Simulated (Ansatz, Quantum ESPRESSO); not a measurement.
# Work function of Nb(100), 5 layers, one monolayer of Au on bridge sites, part 2 of 6

How much energy does it take to lift an electron out of Nb(100), 5 layers, one monolayer of Au on bridge sites, and how far do the settings matter?

Quantum ESPRESSO 7.5; plane-wave DFT, PBE, GBRV ultrasoft pseudopotentials; geometry and cross-check by Ansatz 0.2.0 with PAW datasets.

So far. Step 2 (Relaxation with Ansatz): The relaxation lowers the energy by 41 meV an atom. Held were the atoms numbered 1, 2 and 3; the forces quoted are those on the free ones.

## Step 3: SCF with pw.x

A dipole correction (tefield, dipfield, eamp = 0) lets each face keep its own vacuum level; its ramp sits in the vacuum at emaxpos, and symmetry is switched off.

Level of this step: plane-wave DFT, PBE, GBRV ultrasoft pseudopotentials (Quantum ESPRESSO 7.5).

Contents of scf.in:

```
&control
  prefix = 'scf'
  outdir = './out'
  pseudo_dir = './pseudo'
  calculation = 'scf'
  tprnfor = .true.
  tefield = .true.
  dipfield = .true.
/
&system
  ibrav = 0
  nat = 6
  ntyp = 2
  ecutwfc = 40
  ecutrho = 200
  occupations = 'smearing'
  smearing = 'mv'
  degauss = 0.02
  edir = 3
  emaxpos = 0.97
  eopreg = 0.04
  eamp = 0.0
/
&electrons
  conv_thr = 1e-07
  mixing_beta = 0.4
  electron_maxstep = 120
  mixing_mode = 'local-TF'
/
ATOMIC_SPECIES
  Nb  92.9064  nb_pbe_v1.uspp.F.UPF
  Au  196.9666  au_pbe_v1.uspp.F.UPF
CELL_PARAMETERS angstrom
  3.30000000000000 0.00000000000000 0.00000000000000
  0.00000000000000 3.30000000000000 0.00000000000000
  0.00000000000000 0.00000000000000 25.60000000000000
ATOMIC_POSITIONS crystal
  Nb  0.000000000000 0.000000000000 0.324218750000
  Nb  0.500000000000 0.500000000000 0.388671875000
  Nb  0.000000000000 0.000000000000 0.453125000000
  Nb  0.500000000000 0.500000000000 0.518495429662
  Nb  0.000000000000 0.000000000000 0.579721578062
  Au  0.500000000000 0.000000000000 0.665259809139
K_POINTS automatic
  8 8 1 0 0 0
```

On the command line:

```sh
$ OMP_NUM_THREADS=1 mpirun -n 4 pw.x -nk 4 -in scf.in > scf.out
```

Log:

```text
Program PWSCF v.7.5 starts
[citation notice left out]

     Parallel version (MPI & OpenMP), running on       4 processor cores
     Number of MPI processes:                 4
     Threads/MPI process:                     1

     MPI processes distributed on     1 nodes
[...]
Current dimensions of program PWSCF are:
     Max number of different atomic species (ntypx) = 10
     Max number of k-points (npk) =  40000
     Max angular momentum in pseudopotentials (lmaxx) =  4
     Presently no symmetry can be used with electric field

     K-points division:     npool     =       4
     Subspace diagonalization in iterative solution of the eigenvalue problem:
     a serial algorithm will be used

     G-vector sticks info
     --------------------
     sticks:   dense  smooth     PW     G-vecs:    dense   smooth      PW
     Sum         621     497    145                89773    64403   10941

     Using Slab Decomposition

     bravais-lattice index     =            0
     lattice parameter (alat)  =       6.2361  a.u.
     unit-cell volume          =    1881.3277 (a.u.)^3
     number of atoms/cell      =            6
     number of atomic types    =            2
     number of electrons       =        76.00
     number of Kohn-Sham states=           46
     kinetic-energy cutoff     =      40.0000  Ry
     charge density cutoff     =     200.0000  Ry
     scf convergence threshold =      1.0E-07
     mixing beta               =       0.4000
     number of iterations used =            8  local-TF  mixing
     Exchange-correlation= SLA  PW   PBE  PBE
                           (   1   4   3   4   0   0   0)

     celldm(1)=   6.236096  celldm(2)=   0.000000  celldm(3)=   0.000000
     celldm(4)=   0.000000  celldm(5)=   0.000000  celldm(6)=   0.000000

     crystal axes: (cart. coord. in units of alat)
               a(1) = (   1.000000   0.000000   0.000000 )
               a(2) = (   0.000000   1.000000   0.000000 )
               a(3) = (   0.000000   0.000000   7.757576 )

     reciprocal axes: (cart. coord. in units 2 pi/alat)
               b(1) = (  1.000000  0.000000  0.000000 )
               b(2) = (  0.000000  1.000000  0.000000 )
               b(3) = (  0.000000  0.000000  0.128906 )

     PseudoPot. # 1 for Nb read from file:
     ./pseudo/nb_pbe_v1.uspp.F.UPF
     Pseudo is Ultrasoft + core correction, Zval = 13.0
     Generated by new atomic code, or converted to UPF format
     Using radial grid of  887 points,  6 beta functions with:
                l(1) =   0
                l(2) =   0
                l(3) =   1
                l(4) =   1
                l(5) =   2
                l(6) =   2
     Q(r) pseudized with  6 coefficients,  rinner =    1.000   1.000   1.000
                                                       1.000   1.000

     PseudoPot. # 2 for Au read from file:
     ./pseudo/au_pbe_v1.uspp.F.UPF
     Pseudo is Ultrasoft + core correction, Zval = 11.0
     Generated by new atomic code, or converted to UPF format
     Using radial grid of  985 points,  7 beta functions with:
                l(1) =   0
                l(2) =   0
                l(3) =   1
                l(4) =   1
                l(5) =   2
                l(6) =   2
                l(7) =   3
     Q(r) pseudized with  6 coefficients,  rinner =    1.900   1.900   1.900
                                                       1.900   1.900   1.900
                                                       1.900

     atomic species   valence    mass     pseudopotential
     Nb               13.00    92.90640     Nb( 1.00)
     Au               11.00   196.96660     Au( 1.00)

     No symmetry found

   Cartesian axes

     site n.     atom                  positions (alat units)
         1        Nb     tau(   1) = (   0.0000000   0.0000000   2.5151515  )
         2        Nb     tau(   2) = (   0.5000000   0.5000000   3.0151515  )
         3        Nb     tau(   3) = (   0.0000000   0.0000000   3.5151515  )
         4        Nb     tau(   4) = (   0.5000000   0.5000000   4.0222676  )
         5        Nb     tau(   5) = (   0.0000000   0.0000000   4.4972341  )
         6        Au     tau(   6) = (   0.5000000   0.0000000   5.1608034  )

     number of k points=    34  Marzari-Vanderbilt smearing, width (Ry)=  0.0200
                       cart. coord. in units 2pi/alat
        k(    1) = (   0.0000000   0.0000000   0.0000000), wk =   0.0312500
        k(    2) = (   0.0000000   0.1250000   0.0000000), wk =   0.0625000
        k(    3) = (   0.0000000   0.2500000   0.0000000), wk =   0.0625000
        k(    4) = (   0.0000000   0.3750000   0.0000000), wk =   0.0625000
        k(    5) = (   0.0000000  -0.5000000   0.0000000), wk =   0.0312500
        k(    6) = (   0.1250000   0.0000000   0.0000000), wk =   0.0625000
        k(    7) = (   0.1250000   0.1250000   0.0000000), wk =   0.0625000
        k(    8) = (   0.1250000   0.2500000   0.0000000), wk =   0.0625000
        k(    9) = (   0.1250000   0.3750000   0.0000000), wk =   0.0625000
        k(   10) = (   0.1250000  -0.5000000   0.0000000), wk =   0.0625000
[...]
k(   34) = (  -0.5000000  -0.5000000   0.0000000), wk =   0.0312500

     Dense  grid:    89773 G-vectors     FFT dimensions: (  30,  30, 225)

     Smooth grid:    64403 G-vectors     FFT dimensions: (  25,  25, 200)

     Estimated max dynamical RAM per process >     254.25 MB

     Estimated total dynamical RAM >     951.26 MB

     Check: negative core charge=   -0.000004

     Initial potential from superposition of free atoms

     starting charge      75.9862, renormalised to      76.0000

     negative rho (up, down):  4.571E-03 0.000E+00

     Adding external electric field

     Computed dipole along edir(3) :
        Dipole               -0.0192 Ry au,         -0.0489 Debye
        Dipole field         -0.0001 Ry au,

        Potential amp.        0.0119 Ry
        Total length         46.4419 bohr

     Starting wfcs are   74 randomized atomic wfcs

     total cpu time spent up to now is        3.8 secs

     per-process dynamical memory:   112.0 Mb

     Self-consistent Calculation

     iteration #  1     ecut=    40.00 Ry     beta= 0.40
     Davidson diagonalization with overlap
     ethr =  1.00E-02,  avg # of iterations =  2.0

     negative rho (up, down):  2.110E-03 0.000E+00

     Adding external electric field

     Computed dipole along edir(3) :
        Dipole               -0.0271 Ry au,         -0.0688 Debye
        Dipole field         -0.0002 Ry au,

[...]
Dipole               -0.0632 Ry au,         -0.1606 Debye
[...]
total energy              =    -704.42974551 Ry
     estimated scf accuracy    <       0.00028238 Ry

     iteration # 18     ecut=    40.00 Ry     beta= 0.40
[...]
negative rho (up, down):  4.095E-03 0.000E+00

[...]
Dipole               -0.0693 Ry au,         -0.1760 Debye
[...]
total energy              =    -704.42974495 Ry
     estimated scf accuracy    <       0.00013376 Ry

     iteration # 19     ecut=    40.00 Ry     beta= 0.40
[...]
negative rho (up, down):  4.508E-03 0.000E+00

[...]
Dipole               -0.0715 Ry au,         -0.1817 Debye
[...]
total energy              =    -704.42974431 Ry
     estimated scf accuracy    <       0.00001361 Ry

     iteration # 20     ecut=    40.00 Ry     beta= 0.40
[...]
negative rho (up, down):  4.691E-03 0.000E+00

[...]
Dipole               -0.0730 Ry au,         -0.1854 Debye
[...]
total energy              =    -704.42974562 Ry
     estimated scf accuracy    <       0.00000636 Ry

     iteration # 21     ecut=    40.00 Ry     beta= 0.40
[...]
negative rho (up, down):  4.660E-03 0.000E+00

[...]
Dipole               -0.0732 Ry au,         -0.1862 Debye
[...]
total energy              =    -704.42974626 Ry
     estimated scf accuracy    <       0.00000066 Ry

     iteration # 22     ecut=    40.00 Ry     beta= 0.40
[...]
negative rho (up, down):  4.675E-03 0.000E+00

[...]
Dipole               -0.0730 Ry au,         -0.1857 Debye
[...]
total energy              =    -704.42974635 Ry
     estimated scf accuracy    <       0.00000037 Ry

     iteration # 23     ecut=    40.00 Ry     beta= 0.40
[...]
negative rho (up, down):  4.676E-03 0.000E+00

[...]
Dipole               -0.0737 Ry au,         -0.1874 Debye
[...]
total energy              =    -704.42974636 Ry
     estimated scf accuracy    <       0.00000124 Ry

     iteration # 24     ecut=    40.00 Ry     beta= 0.40
[...]
negative rho (up, down):  4.612E-03 0.000E+00

[...]
Dipole               -0.0736 Ry au,         -0.1872 Debye
[...]
End of self-consistent calculation

          k = 0.0000 0.0000 0.0000 (  8041 PWs)   bands (ev):

   -50.6649 -50.5683 -50.0336 -49.8462 -49.6801 -26.8209 -26.7264 -26.6495
   -26.6459 -26.5883 -26.5715 -26.3009 -26.1204 -26.1191 -25.9926 -25.7497
   -25.7443 -25.5904 -25.4752 -25.4668  -1.4739  -0.7523  -0.2466   0.2025
     0.6440   0.7195   0.9032   1.0465   1.2846   1.6185   1.7276   1.7467
     2.4140   3.1830   4.4491   4.5891   4.5896   4.7398   4.8033   4.8278
     5.0773   5.3282   5.4284   5.4306   5.9802   6.6447

          k = 0.0000 0.1250 0.0000 (  8031 PWs)   bands (ev):

   -50.6600 -50.5628 -50.0227 -49.8472 -49.6869 -26.8313 -26.7415 -26.6978
   -26.6428 -26.6353 -26.5551 -26.2734 -26.2155 -26.1043 -25.9134 -25.7989
   -25.7580 -25.5504 -25.5006 -25.4927  -1.2203  -0.5395  -0.1762   0.3751
     0.7276   0.7657   1.0895   1.1248   1.2624   1.6133   1.6686   2.0501
     2.5975   3.1708   4.2007   4.2339   4.2648   4.4447   4.8845   4.9020
     4.9523   5.0686   5.8375   6.0109   6.0942   6.2903

          k = 0.0000 0.2500 0.0000 (  8055 PWs)   bands (ev):

   -50.6483 -50.5495 -49.9928 -49.8516 -49.7051 -26.8669 -26.8200 -26.7749
   -26.7473 -26.6008 -26.5140 -26.3193 -26.2663 -26.0551 -25.8754 -25.8308
   -25.7803 -25.5714 -25.5430 -25.5007  -0.6579  -0.1426   0.1339   0.6710
     0.7468   0.9025   1.1641   1.4061   1.4867   1.5008   1.9215   2.6508
     2.9995   3.5796   3.6553   3.7259   4.1363   4.3944   4.4679   4.6310
     4.8548   5.6342   5.8711   6.1588   6.2895   6.4013

          k = 0.0000 0.3750 0.0000 (  8080 PWs)   bands (ev):

   -50.6366 -50.5360 -49.9533 -49.8627 -49.7262 -26.9240 -26.9120 -26.8431
   -26.8184 -26.5660 -26.4710 -26.3966 -26.2834 -25.9744 -25.8949 -25.8158
   -25.8116 -25.6670 -25.5350 -25.5027  -0.2956   0.0349   0.4318   0.7655
     0.8066   0.9190   1.3129   1.3653   1.8168   2.0236   2.6394   3.0356
     3.1264   3.1824   3.7975   3.9481   4.0628   4.2075   4.5704   4.9040
     5.1853   5.4290   5.8212   6.0852   6.3720   6.4848

          k = 0.0000-0.5000 0.0000 (  8084 PWs)   bands (ev):

   -50.6317 -50.5305 -49.9286 -49.8746 -49.7360 -26.9560 -26.9432 -26.8836
   -26.8318 -26.5514 -26.4527 -26.4328 -26.2882 -25.9093 -25.8987 -25.8514
   -25.8010 -25.7226 -25.5234 -25.5123  -0.2008   0.1122   0.2938   0.7733
     0.8576   1.0050   1.2428   1.5089   1.9638   2.5757   2.9878   2.9889
     3.1805   3.4133   3.8353   3.9608   3.9884   4.0072   4.6823   4.7539
     5.1914   5.2482   6.1182   6.3691   6.5364   6.7481

          k = 0.1250 0.0000 0.0000 (  8031 PWs)   bands (ev):

   -50.6600 -50.5627 -50.0227 -49.8472 -49.6869 -26.8313 -26.7421 -26.7013
   -26.6316 -26.6268 -26.5725 -26.2727 -26.2167 -26.1029 -25.9136 -25.8038
   -25.7525 -25.5505 -25.5015 -25.4919  -1.1833  -0.4837  -0.0615   0.2540
     0.5372   0.8757   1.0728   1.2726   1.2903   1.6579   1.6851   1.8337
     2.4325   3.2707   4.2042   4.2207   4.2688   4.4491   4.8474   4.9072
     4.9204   5.0541   5.8911   6.0109   6.0204   6.2505

[...]
the Fermi energy is     4.3881 ev

!    total energy              =    -704.42974636 Ry
     estimated scf accuracy    <       0.00000005 Ry
     smearing contrib. (-TS)   =      -0.00016498 Ry
     internal energy E=F+TS    =    -704.42958138 Ry

     The total energy is F=E-TS. E is the sum of the following terms:
     one-electron contribution =   -5660.49087781 Ry
     hartree contribution      =    2841.36727916 Ry
     xc contribution           =    -153.98296234 Ry
     ewald contribution        =    2268.67694340 Ry
     electric field correction =       0.00003622 Ry

     convergence has been achieved in  24 iterations

     negative rho (up, down):  4.612E-03 0.000E+00

     Forces acting on atoms (cartesian axes, Ry/au):

     atom    1 type  1   force =    -0.00000011   -0.00000011    0.04679071
     atom    2 type  1   force =    -0.00000008    0.00000005   -0.04722274
     atom    3 type  1   force =    -0.00000001   -0.00000001    0.00124370
     atom    4 type  1   force =    -0.00000008    0.00000004    0.00112774
     atom    5 type  1   force =     0.00000012    0.00000003   -0.00134262
     atom    6 type  2   force =     0.00000016   -0.00000001   -0.00059680

     Total force =     0.066516     Total SCF correction =     0.000508

[...]
=------------------------------------------------------------------------------=
   JOB DONE.
=------------------------------------------------------------------------------=
[key lines of the parts left out:]
Dipole field         -0.0005 Ry au,
```

Elapsed: 2.4 min, on 4 MPI ranks of Arm Neoverse V1, shared host; peak memory 0.99 GiB.

Numbers from this step:

| Item | Value |
| --- | --- |
| free energy | -9584.2550 eV |
| Fermi energy | 4.388 eV |
| dipole along the normal | -0.03897 e·Å |

The program's own clock; routines nest. Time by routine:

```
     routine  wall time (s)  calls
       PWSCF          142.5      1
   electrons          137.6      1
     c_bands            101     24
     cegterg          90.35    216
       h_psi          58.97    889
        fftw          46.03  54642
    vloc_psi          41.73    889
    sum_band          20.38     24
      calbec          12.78   1141
h_psi:calbec           8.53    889
  add_vuspsi           8.46    889
     mix_rho            8.4     24
       s_psi           8.37    889
        newd           5.83     25
```

The run needed 24 iterations to bring the estimated error under 1e-07 Ry; the largest force on any atom, held or free, is 1.21 eV/Å.

## Step 4: Potential by pp.x

The vacuum level is read from the electrostatic potential (plot_num = 11), averaged over planes.

Contents of pot.in:

```
&inputpp
  prefix = 'scf'
  outdir = './out'
  filplot = 'pot.dat'
  plot_num = 11
/
```

On the command line:

```sh
$ OMP_NUM_THREADS=1 mpirun -n 4 pp.x -in pot.in > pot.out
```

Log:

```text
[banner, memory and clock lines left out]
Program POST-PROC v.7.5 starts

          URL

     ./out/scf.save/

     IMPORTANT: XC functional enforced from input :
     Exchange-correlation= PBE
                           (   1   4   3   4   0   0   0)
     Any further DFT definition will be discarded
     Please, verify this is what you really want

     Check: negative core charge=   -0.000004

     negative rho (up, down):  4.612E-03 0.000E+00

     Adding external electric field

     Computed dipole along edir(3) :
        Dipole               -0.0736 Ry au,         -0.1872 Debye
        Dipole field         -0.0005 Ry au,

        Potential amp.        0.0457 Ry
        Total length         46.4419 bohr

     Calling punch_plot, plot_num =  11

     Adding external electric field

     Computed dipole along edir(3) :
        Dipole               -0.0736 Ry au,         -0.1872 Debye
        Dipole field         -0.0005 Ry au,

        Potential amp.        0.0457 Ry
        Total length         46.4419 bohr

     Writing data to file  pot.dat
     Message from routine chdens:
     namelist plot not found or invalid, exiting
```

Wall time 1.2 s (4 MPI ranks); peak memory 0.16 GiB.

Read from the output:

```
work function of the upper face                                       : 4.400 eV
slope of the potential above                                          : 9.39e-5 eV/Å
upper vacuum line continued to the top atoms, over the Fermi level    : 4.399 eV
work function of the lower face                                       : 3.751 eV
slope of the potential below                                          : -0.001357 eV/Å
lower vacuum line continued to the bottom atoms, over the Fermi level : 3.743 eV
```

The potential energy, planar mean oscillates, so the rows of the table below give means over windows of 1.59 Å about each position, cut where the curve ends. Its maxima inside the range that stand out by 2 % of the span (Å: eV): 9.1: -6.57, 10.8: -6.70, 12.4: -6.30, 14.0: -8.17, 17.1: 0.586. Its minima: 8.3: -21.7, 9.9: -21.2, 11.6: -21.4, 13.3: -21.3, 14.8: -21.7, 17.5: -0.129.

Electrostatic potential energy of an electron, with the sawtooth; zero at the Fermi level. The potential energy, planar mean by z; means over each step:

```
z (Å)  potential energy, planar mean (eV)
 0.80                                3.77
 2.39                                3.75
 3.98                                3.74
 5.57                                3.54
 7.16                               -1.63
 8.75                               -14.0
10.34                               -13.9
11.93                               -13.9
13.52                               -14.5
15.11                               -12.7
16.70                              0.0554
18.29                                2.58
19.88                                4.37
21.47                                4.40
23.06                                4.40
24.65                                4.33
```

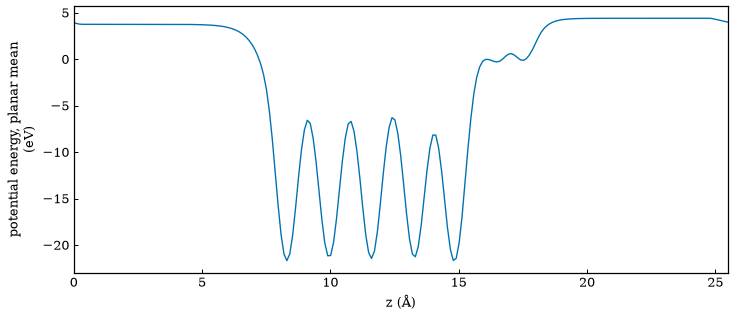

Potential energy, planar mean against z.

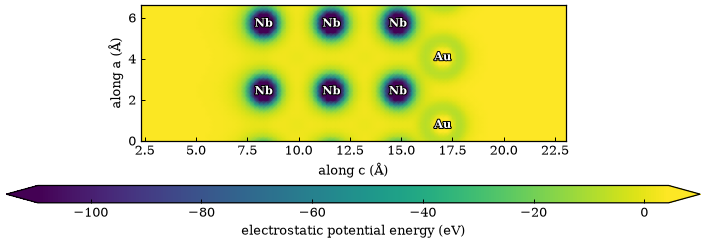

Electrostatic potential energy in the ca plane at fractional y = 0.000, with atoms of Nb and Au within 0.2 Å of it. With pseudopotentials it is smooth inside the atoms' cores, unlike the true potential. The map starts off the cell's origin, so that atoms lie inside it. The far vacuum is left out of the map.

The vacuum is flat to 1.4 meV/Å, so its level is well defined. Inside the slab the curve depends on the local part of the pseudopotentials; only the vacuum level has a meaning of its own.

## Step 5: Macroscopic average

A running mean over one period damps the atomic wiggles and leaves the mean of this pseudopotential's potential.

Contents of avg.in:

```
1
pot.dat
1.0
621
3
3.1180481056
```

On the command line:

```sh
$ OMP_NUM_THREADS=1 average.x < avg.in > avg.out
```

Log:

```text
[banner, memory and clock lines left out]
Program AVERAGE v.7.5 starts

          URL

     Reading header from file  pot.dat
     Reading data from file  pot.dat
     Output written to file avg.dat

[...]
```

It took 0.52 s on 1 MPI rank; peak memory 0.11 GiB.

This step gave:

| Property | Result |
| --- | --- |
| average.x's running mean inside the slab, on the run's own zero | -9.523 eV |
| mean potential by an exact Fourier window inside the slab, on the run's own zero | -9.523 eV |

The potential energy (planar mean) oscillates, so the rows of the table below give means over windows of 1.61 Å about each position, cut where the curve ends. Its maxima inside the range that stand out by 2 % of the span (Å: eV): 9.2: -6.55, 10.8: -6.65, 12.4: -6.28, 14.0: -8.05, 17.0: 0.597. Its minima: 8.3: -21.7, 9.9: -21.3, 11.6: -21.4, 13.3: -21.3, 14.8: -21.7, 17.5: -0.134.

Electrostatic potential energy of an electron, with the sawtooth; zero at the Fermi level; window 1.6500 Å. Table of potential energy by z; means over each step:

```
z (Å)  planar mean (eV)  running mean (eV)
 0.81              3.77               3.80
 2.42              3.75               3.75
 4.02              3.74               3.74
 5.63              3.51               3.39
 7.24             -2.79              -3.85
 8.85             -13.9              -13.8
10.46             -13.8              -13.9
12.07             -13.6              -13.7
13.68             -14.7              -14.5
15.29             -11.1              -9.82
16.90            0.0779             0.0809
18.51              3.19               3.01
20.12              4.38               4.37
21.73              4.40               4.40
23.34              4.40               4.40
24.95              4.28               4.24
```

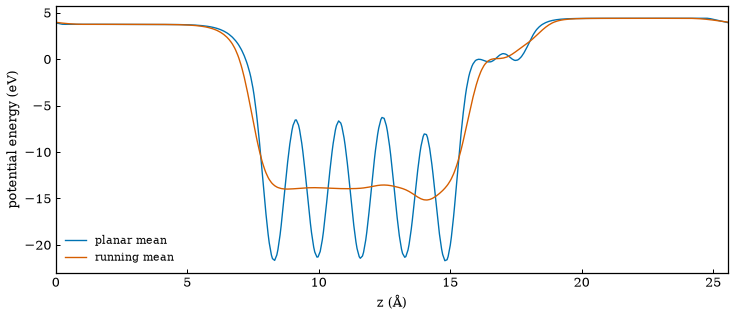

Potential energy against z.

Where the running mean is not flat inside, average.x's window, rounded to the grid, doesn't match the spacings there.

[end of part 2 of 6]

[Logs are printed without paths, hosts, clocks, repeated set-up lines and the standing remarks that a program may print on its own settings, such as how far it seeks lower states.]

[Hosts, paths, dates, database ids (printed as entryN), source tags and the programs' standing remarks are cut or masked in the printed files.]

[Maps of the electrostatic potential energy from Ansatz leave out the sawtooth potential of an applied field or a dipole correction, so their vacuum need not be flat; planar profiles and work functions include it.]
